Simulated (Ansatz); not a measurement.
**Molecular dynamics, with input and output: CH3ClOSW (part 1 of 2)**

CH3ClOSW, SMILES [CH3][W](=[O])(=[S])[Cl], computed with RKS revPBE/def2-SVP (Ansatz 0.2.0).

The geometry comes from this level: PBE0-D4/def2-TZVP. Figures and captions count atoms from 1; the log counts them from 0 in places.

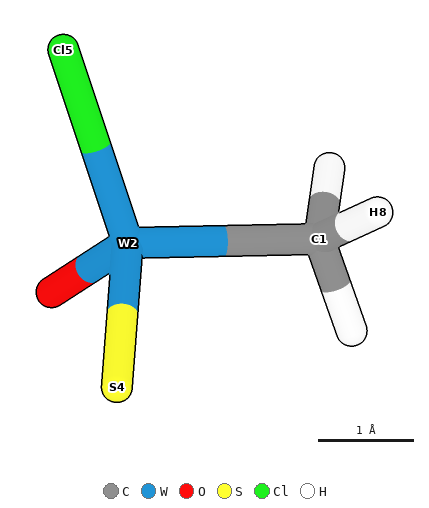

*The structure as given in the input (stick view, seen at a tilt; atoms are numbered from 1 in the order of the input). Sticks mark near contacts.*

Input file
```yaml
crystal:
  periodic: [false, false, false]
  atoms:
    - {symbol: C, position_ang: [-0.908013, -0.162022, 0.649395]}
    - {symbol: W, position_ang: [0.819637, 0.101130, -0.502908]}
    - {symbol: O, position_ang: [2.000046, -0.775704, 0.331120]}
    - {symbol: S, position_ang: [0.394526, -0.866673, -2.344670]}
    - {symbol: Cl, position_ang: [1.321758, 2.293139, -0.712302]}
    - {symbol: H, position_ang: [-0.726018, 0.291464, 1.630599]}
    - {symbol: H, position_ang: [-1.152195, -1.216405, 0.790094]}
    - {symbol: H, position_ang: [-1.749742, 0.335071, 0.158672]}
basis:
  gaussian: {orbitals: def2-SVP}
hamiltonian: {xc: {name: revPBE}}
md: {timestep: 0.5 fs, n_steps: 30, ensemble: nvt_langevin, temperature: 1000, initial_velocities: maxwell_boltzmann, friction: 0.01, seed: 645}
```

Run on 4 threads of Arm Neoverse V2, 23 GiB of memory available, shared host.

Launched with:
```bash
ansatz run in.yaml --threads 4 --pin off --events-out ev --progress --plain --max-ram 10444MiB
```

What the program printed
```
Functional definition: revPBE
  name "revPBE"
  cite "Zhang & Yang, Phys. Rev. Lett. 80, 890 (1998) doi:10.1103/PhysRevLett.80.890"
  cite "Perdew, Burke & Ernzerhof, Phys. Rev. Lett. 77, 3865 (1996) doi:10.1103/PhysRevLett.77.3865"
  parameter kappa = 1.245
  parameter beta = 0.06672455060314922
  exchange = pbe_x(kappa = kappa, mu = beta*pi^2/3)
  correlation = pbe_c(beta = beta)
1182 factors; their error is unknown
mean field evaluation 1: about -28294.6121 eV, gradient 8.1e1 eV
mean field evaluation 2: about -28093.0925 eV, gradient 2.6e2 eV
mean field evaluation 4: about -28306.2653 eV, gradient 3.3e1 eV
mean field evaluation 8: about -28308.6330 eV, gradient 1.8e0 eV
mean field evaluation 16: about -28308.5669 eV, gradient 1.2e-2 eV
mean field -28308.56689889 eV, -1040.3206452983 hartree, gradient 5.2e-5 eV, S^2 0.000000; 0 other end points of the search recorded, 0 dependent functions left out
the calculation of the forces begins
reference -28308.56697642 eV, -1040.3206481475 hartree; 32, 32 occupied and 79, 79 virtual orbitals, 1182 factors
md step     0: t =     0.00 fs  T =   875.0 K  F+E_penalty+E_count = -28308.56689889 eV  E_kin = 0.904820 eV  (33 SCF iters)
these checks for a lower state are left out or cut short: starts, cluster_reference, orbital_swaps, neighbouring_geometries, increment
1182 factors; their error is unknown
mean field -28308.56023216 eV, -1040.3204003005 hartree, gradient 2.3e-5 eV, S^2 0.000000; 0 other end points of the search recorded, 0 dependent functions left out
the calculation of the forces begins
reference -28308.56030955 eV, -1040.3204031445 hartree; 32, 32 occupied and 79, 79 virtual orbitals, 1182 factors
md step     1: t =     0.50 fs  T =   861.3 K  F+E_penalty+E_count = -28308.56023216 eV  E_kin = 0.890667 eV  (33 SCF iters)
[... from here on the SCF iterations and repeated set-up lines of each step are left out, up to the last step ...]
md step     2: t =     1.00 fs  T =   786.7 K  F+E_penalty+E_count = -28308.54013584 eV  E_kin = 0.813480 eV  (33 SCF iters)
md step     3: t =     1.50 fs  T =   756.4 K  F+E_penalty+E_count = -28308.50634492 eV  E_kin = 0.782160 eV  (33 SCF iters)
md step     4: t =     2.00 fs  T =   725.8 K  F+E_penalty+E_count = -28308.46450887 eV  E_kin = 0.750540 eV  (33 SCF iters)
md step     5: t =     2.50 fs  T =   664.9 K  F+E_penalty+E_count = -28308.42370742 eV  E_kin = 0.687587 eV  (35 SCF iters)
md step     6: t =     3.00 fs  T =   577.6 K  F+E_penalty+E_count = -28308.38926023 eV  E_kin = 0.597306 eV  (35 SCF iters)
md step     7: t =     3.50 fs  T =   573.6 K  F+E_penalty+E_count = -28308.36199652 eV  E_kin = 0.593097 eV  (34 SCF iters)
md step     8: t =     4.00 fs  T =   563.7 K  F+E_penalty+E_count = -28308.34082467 eV  E_kin = 0.582931 eV  (34 SCF iters)
md step     9: t =     4.50 fs  T =   519.7 K  F+E_penalty+E_count = -28308.32544103 eV  E_kin = 0.537430 eV  (34 SCF iters)
md step    10: t =     5.00 fs  T =   505.3 K  F+E_penalty+E_count = -28308.31252579 eV  E_kin = 0.522527 eV  (34 SCF iters)
md step    11: t =     5.50 fs  T =   482.7 K  F+E_penalty+E_count = -28308.30087273 eV  E_kin = 0.499172 eV  (34 SCF iters)
md step    12: t =     6.00 fs  T =   561.2 K  F+E_penalty+E_count = -28308.28720530 eV  E_kin = 0.580338 eV  (34 SCF iters)
md step    13: t =     6.50 fs  T =   540.9 K  F+E_penalty+E_count = -28308.26910847 eV  E_kin = 0.559346 eV  (34 SCF iters)
md step    14: t =     7.00 fs  T =   550.7 K  F+E_penalty+E_count = -28308.25196280 eV  E_kin = 0.569508 eV  (34 SCF iters)
md step    15: t =     7.50 fs  T =   533.4 K  F+E_penalty+E_count = -28308.23979665 eV  E_kin = 0.551529 eV  (34 SCF iters)
md step    16: t =     8.00 fs  T =   593.9 K  F+E_penalty+E_count = -28308.23407881 eV  E_kin = 0.614090 eV  (34 SCF iters)
md step    17: t =     8.50 fs  T =   586.1 K  F+E_penalty+E_count = -28308.23406813 eV  E_kin = 0.606112 eV  (34 SCF iters)
md step    18: t =     9.00 fs  T =   634.8 K  F+E_penalty+E_count = -28308.24273881 eV  E_kin = 0.656463 eV  (34 SCF iters)
md step    19: t =     9.50 fs  T =   656.6 K  F+E_penalty+E_count = -28308.26385680 eV  E_kin = 0.678939 eV  (34 SCF iters)
md step    20: t =    10.00 fs  T =   706.1 K  F+E_penalty+E_count = -28308.29844078 eV  E_kin = 0.730212 eV  (33 SCF iters)
md step    21: t =    10.50 fs  T =   723.6 K  F+E_penalty+E_count = -28308.33473332 eV  E_kin = 0.748229 eV  (33 SCF iters)
md step    22: t =    11.00 fs  T =   806.6 K  F+E_penalty+E_count = -28308.36279704 eV  E_kin = 0.834044 eV  (33 SCF iters)
md step    23: t =    11.50 fs  T =   791.6 K  F+E_penalty+E_count = -28308.37988869 eV  E_kin = 0.818594 eV  (33 SCF iters)
md step    24: t =    12.00 fs  T =   788.4 K  F+E_penalty+E_count = -28308.38420401 eV  E_kin = 0.815314 eV  (33 SCF iters)
md step    25: t =    12.50 fs  T =   767.6 K  F+E_penalty+E_count = -28308.37959299 eV  E_kin = 0.793718 eV  (33 SCF iters)
md step    26: t =    13.00 fs  T =   764.3 K  F+E_penalty+E_count = -28308.37219131 eV  E_kin = 0.790321 eV  (33 SCF iters)
md step    27: t =    13.50 fs  T =   782.4 K  F+E_penalty+E_count = -28308.36711464 eV  E_kin = 0.809021 eV  (34 SCF iters)
md step    28: t =    14.00 fs  T =   726.9 K  F+E_penalty+E_count = -28308.36338014 eV  E_kin = 0.751651 eV  (34 SCF iters)
md step    29: t =    14.50 fs  T =   679.1 K  F+E_penalty+E_count = -28308.36130231 eV  E_kin = 0.702247 eV  (33 SCF iters)
these checks for a lower state are left out or cut short: starts, cluster_reference, orbital_swaps, neighbouring_geometries, increment
1182 factors; their error is unknown
mean field evaluation 256: about -28308.3631 eV, gradient 8.8e-4 eV
mean field -28308.36313560 eV, -1040.3131571355 hartree, gradient 2.3e-5 eV, S^2 0.000000; 0 other end points of the search recorded, 0 dependent functions left out
the calculation of the forces begins
reference -28308.36321319 eV, -1040.3131599871 hartree; 32, 32 occupied and 79, 79 virtual orbitals, 1182 factors
1182 factors; their error is unknown
mean field -28308.36313560 eV, -1040.3131571355 hartree, gradient 2.4e-5 eV, S^2 0.000000; 1 other end points of the search recorded, 0 dependent functions left out
the calculation of the forces begins
reference -28308.36321319 eV, -1040.3131599871 hartree; 32, 32 occupied and 79, 79 virtual orbitals, 1182 factors
md step    30: t =    15.00 fs  T =   647.7 K  F+E_penalty+E_count = -28308.36313560 eV  E_kin = 0.669798 eV  (34 SCF iters)
```

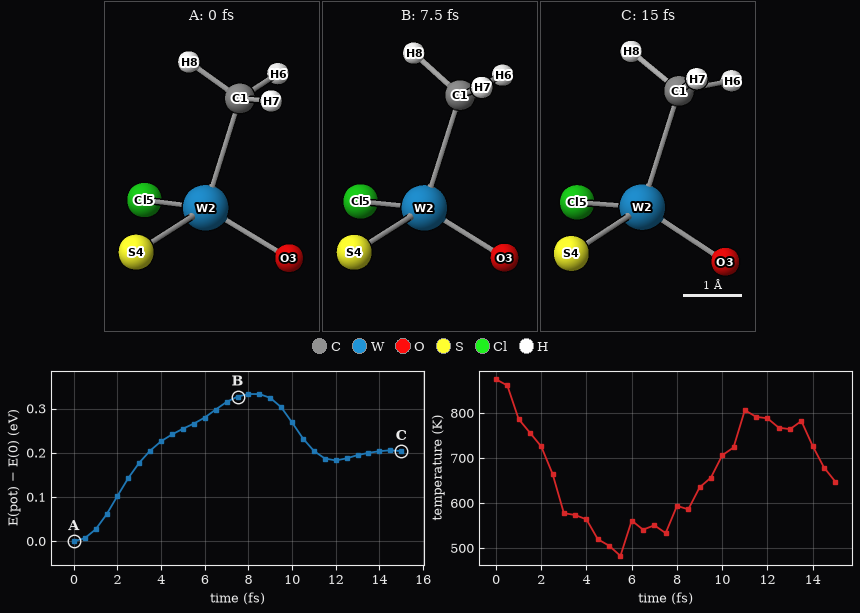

*Frames of the molecular dynamics (ball-and-stick, seen at an oblique angle) above the curves, on which the letters mark them.*

The trajectory kept here has 31 frames over 15 fs. The temperature starts at 875 K, ranges from 483 to 875 K and averages 699 K over the second half. The potential energy ends 0.204 eV above its first value. After an unweighted best fit of the last frame on the first, the root-mean-square displacement is 0.26 Å.

```
Total energy: -28308.36321319 eV, -1040.3131599871 hartree
Atom 0 at    -1.098099    -0.201838     0.666518 Å, force     0.423730     0.032927    -0.884518 eV/Å
Atom 1 at     0.791165     0.079470    -0.487224 Å, force    -0.371934     1.114989     1.806475 eV/Å
Atom 2 at     2.029690    -0.735127     0.397983 Å, force    -0.493306     0.008785    -0.345480 eV/Å
Atom 3 at     0.498212    -0.879983    -2.341963 Å, force    -0.117662    -0.683110    -1.017240 eV/Å
Atom 4 at     1.349185     2.346961    -0.777952 Å, force    -0.263934    -0.738304     0.119706 eV/Å
Atom 5 at    -0.759517    -0.068753     1.698648 Å, force     0.156284     0.297934     0.634539 eV/Å
Atom 6 at    -1.678075    -1.180444     0.683054 Å, force     0.421820     0.842471    -0.495978 eV/Å
Atom 7 at    -1.722438     0.704904     0.360017 Å, force     0.245001    -0.875693     0.182495 eV/Å
Dipole moment:    -0.452342     0.130580     0.199363 e Å
```

Trajectory as extended XYZ (Å, eV, eV/Å), 31 frames, from step=0 to step=30
```
8
Properties=species:S:1:pos:R:3:forces:R:3 step=0 time_fs=0.0 energy=-28308.56690 temperature=875.0
C    -0.9080   -0.1620    0.6494    0.2017   0.0013  -0.1276
W     0.8196    0.1011   -0.5029   -0.8261   0.7778   0.0349
O     2.0000   -0.7757    0.3311    1.1317  -0.9088   0.7597
S     0.3945   -0.8667   -2.3447   -0.1741  -0.5402  -0.9329
Cl    1.3218    2.2931   -0.7123    0.1983   0.7691  -0.0921
H    -0.7260    0.2915    1.6306    0.0859   0.2223   0.5091
H    -1.1522   -1.2164    0.7901   -0.1610  -0.5754   0.0994
H    -1.7497    0.3351    0.1587   -0.4564   0.2539  -0.2507
8
Properties=species:S:1:pos:R:3:forces:R:3 step=1 time_fs=0.5 energy=-28308.56023 temperature=861.3
C    -0.9117   -0.1648    0.6503   -0.2315  -0.0340  -0.3541
W     0.8196    0.1000   -0.5025   -1.1893   1.1303  -0.0895
O     1.9964   -0.7692    0.3297    1.4404  -1.1536   0.9729
S     0.3980   -0.8654   -2.3427   -0.1801  -0.6008  -1.0216
Cl    1.3228    2.2950   -0.7159    0.1868   0.7130  -0.0837
H    -0.7245    0.2907    1.6278    0.1157   0.1759   0.5966
H    -1.1787   -1.2239    0.7822   -0.0617  -0.2755   0.0976
H    -1.7669    0.3535    0.1741   -0.0803   0.0447  -0.1182
8
Properties=species:S:1:pos:R:3:forces:R:3 step=2 time_fs=1.0 energy=-28308.54014 temperature=786.7
C    -0.9155   -0.1681    0.6517   -0.6680  -0.0722  -0.5593
W     0.8197    0.0989   -0.5022   -1.5480   1.4563  -0.2094
O     1.9931   -0.7632    0.3287    1.7342  -1.3833   1.1746
S     0.4013   -0.8644   -2.3412   -0.1826  -0.6539  -1.0980
Cl    1.3237    2.2971   -0.7192    0.1751   0.6569  -0.0752
H    -0.7218    0.2901    1.6255    0.1364   0.1254   0.6666
H    -1.2060   -1.2323    0.7761    0.0565   0.0445   0.0953
H    -1.7848    0.3714    0.1891    0.2965  -0.1737   0.0055
8
Properties=species:S:1:pos:R:3:forces:R:3 step=3 time_fs=1.5 energy=-28308.50635 temperature=756.4
C    -0.9196   -0.1715    0.6532   -1.0548  -0.1161  -0.7096
W     0.8197    0.0979   -0.5019   -1.9100   1.7771  -0.3297
O     1.9895   -0.7574    0.3279    2.0282  -1.6103   1.3760
S     0.4044   -0.8635   -2.3398   -0.1838  -0.7036  -1.1685
Cl    1.3247    2.2993   -0.7221    0.1632   0.5995  -0.0670
H    -0.7203    0.2893    1.6245    0.1514   0.0681   0.7103
H    -1.2331   -1.2409    0.7704    0.1849   0.3509   0.0963
H    -1.8022    0.3873    0.2043    0.6209  -0.3657   0.0922
8
Properties=species:S:1:pos:R:3:forces:R:3 step=4 time_fs=2.0 energy=-28308.46451 temperature=725.8
C    -0.9239   -0.1746    0.6546   -1.3558  -0.1194  -0.7537
W     0.8195    0.0969   -0.5018   -2.2643   2.1045  -0.4444
O     1.9860   -0.7518    0.3272    2.3189  -1.8332   1.5753
S     0.4076   -0.8626   -2.3387   -0.1854  -0.7532  -1.2378
Cl    1.3258    2.3019   -0.7249    0.1496   0.5340  -0.0583
H    -0.7209    0.2891    1.6258    0.1553  -0.0160   0.6805
H    -1.2593   -1.2477    0.7650    0.3078   0.5981   0.1038
H    -1.8181    0.4008    0.2196    0.8740  -0.5147   0.1348
8
Properties=species:S:1:pos:R:3:forces:R:3 step=5 time_fs=2.5 energy=-28308.42371 temperature=664.9
C    -0.9286   -0.1774    0.6558   -1.5446  -0.0565  -0.7258
W     0.8194    0.0959   -0.5015   -2.5816   2.4067  -0.5401
O     1.9829   -0.7465    0.3271    2.5767  -2.0303   1.7517
S     0.4110   -0.8616   -2.3378   -0.1864  -0.7991  -1.2994
Cl    1.3271    2.3047   -0.7278    0.1342   0.4638  -0.0492
H    -0.7216    0.2890    1.6287    0.1511  -0.1086   0.6074
H    -1.2849   -1.2504    0.7609    0.4056   0.7418   0.1151
H    -1.8302    0.4133    0.2344    1.0452  -0.6177   0.1403
8
Properties=species:S:1:pos:R:3:forces:R:3 step=6 time_fs=3.0 energy=-28308.38926 temperature=577.6
C    -0.9337   -0.1798    0.6567   -1.6108   0.0433  -0.6419
W     0.8192    0.0950   -0.5012   -2.8638   2.6658  -0.6278
O     1.9803   -0.7417    0.3273    2.8013  -2.2014   1.9072
S     0.4146   -0.8608   -2.3372   -0.1857  -0.8370  -1.3485
Cl    1.3284    2.3072   -0.7308    0.1197   0.4015  -0.0405
H    -0.7208    0.2894    1.6317    0.1360  -0.2087   0.5073
H    -1.3089   -1.2498    0.7570    0.4776   0.8074   0.1317
H    -1.8374    0.4251    0.2485    1.1255  -0.6710   0.1124
8
Properties=species:S:1:pos:R:3:forces:R:3 step=7 time_fs=3.5 energy=-28308.36200 temperature=573.6
C    -0.9392   -0.1819    0.6572   -1.5601   0.1445  -0.5026
W     0.8189    0.0942   -0.5009   -3.1285   2.8995  -0.7099
O     1.9778   -0.7376    0.3273    3.0113  -2.3595   2.0536
S     0.4182   -0.8602   -2.3366   -0.1854  -0.8709  -1.3937
Cl    1.3296    2.3093   -0.7339    0.1067   0.3461  -0.0320
H    -0.7190    0.2895    1.6352    0.1140  -0.3125   0.3878
H    -1.3324   -1.2468    0.7536    0.5327   0.8165   0.1496
H    -1.8396    0.4351    0.2630    1.1095  -0.6635   0.0472
8
Properties=species:S:1:pos:R:3:forces:R:3 step=8 time_fs=4.0 energy=-28308.34082 temperature=563.7
C    -0.9452   -0.1845    0.6580   -1.4301   0.2395  -0.3413
W     0.8185    0.0933   -0.5006   -3.3622   3.1016  -0.7594
O     1.9757   -0.7340    0.3274    3.1886  -2.4915   2.1755
S     0.4217   -0.8597   -2.3360   -0.1862  -0.9042  -1.4391
Cl    1.3306    2.3113   -0.7371    0.0934   0.2922  -0.0235
H    -0.7184    0.2875    1.6401    0.0930  -0.4103   0.2627
H    -1.3559   -1.2426    0.7508    0.5741   0.7886   0.1629
H    -1.8383    0.4438    0.2774    1.0293  -0.6159  -0.0379
8
Properties=species:S:1:pos:R:3:forces:R:3 step=9 time_fs=4.5 energy=-28308.32544 temperature=519.7
C    -0.9516   -0.1873    0.6590   -1.2251   0.3195  -0.1579
W     0.8181    0.0924   -0.5003   -3.5459   3.2679  -0.7715
O     1.9741   -0.7309    0.3281    3.3197  -2.5887   2.2638
S     0.4251   -0.8591   -2.3354   -0.1875  -0.9364  -1.4826
Cl    1.3317    2.3133   -0.7403    0.0790   0.2377  -0.0151
H    -0.7185    0.2851    1.6462    0.0656  -0.5127   0.1185
H    -1.3777   -1.2383    0.7473    0.6015   0.7460   0.1776
H    -1.8334    0.4513    0.2900    0.8926  -0.5332  -0.1328
8
Properties=species:S:1:pos:R:3:forces:R:3 step=10 time_fs=5.0 energy=-28308.31253 temperature=505.3
C    -0.9579   -0.1899    0.6601   -0.9388   0.4141   0.0288
W     0.8176    0.0914   -0.5000   -3.7067   3.4256  -0.7722
O     1.9729   -0.7282    0.3286    3.4381  -2.6757   2.3429
S     0.4284   -0.8585   -2.3348   -0.1908  -0.9696  -1.5283
Cl    1.3329    2.3152   -0.7433    0.0640   0.1832  -0.0066
H    -0.7188    0.2832    1.6527    0.0322  -0.6150  -0.0300
H    -1.3971   -1.2323    0.7426    0.5992   0.6485   0.2008
H    -1.8248    0.4577    0.2999    0.7027  -0.4111  -0.2353
```
